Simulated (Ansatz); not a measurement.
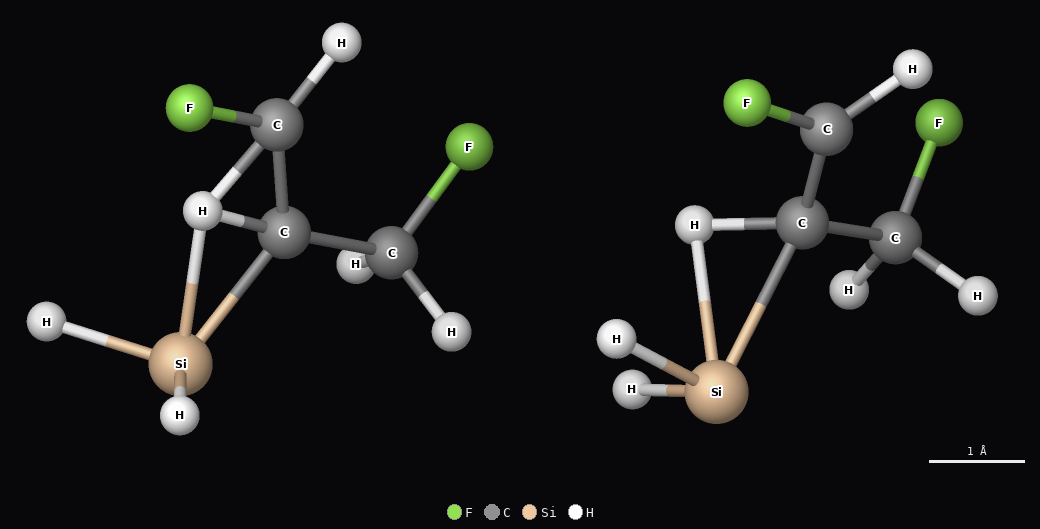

Two geometries of C$_{3}$H$_{6}$F$_{2}$Si, drawn at one scale. One is the start of a relaxation, the other its converged end. The picture is a ball-and-stick view, seen at a tilt.

Level of theory: Ansatz, RKS LDA/def2-SVP. Set-up: no spin polarisation; force threshold 0.02 eV/Å; at most 50 steps.

Which geometry has the lower energy?

The right one is the relaxed one. The run prepares an end point of a later path (hydrogen shift) calculation, from a guessed geometry. Over 17 accepted moves (18 points after the start) the energy falls by 4.031 eV. The largest force component goes from 5.9 to 0.013 eV/Å. The line search rejected the trial step at point 12 of the run. An H atom moves most after the best rigid fit: 1.19 Å. Largest moves by element: H 1.19 Å, F 0.71 Å, Si 0.54 Å, C 0.44 Å. Among the contacts that change: C–H 1.197 → 2.082 Å, C–Si 1.767 → 2.041 Å, H–Si 1.712 → 1.900 Å, C–H 1.090 → 1.165 Å. Bond angles that change, for instance: C–C–H 173.3° → 117.5°, C–C–H 58.1° → 110.4°, C–Si–H 109.4° → 94.1°.
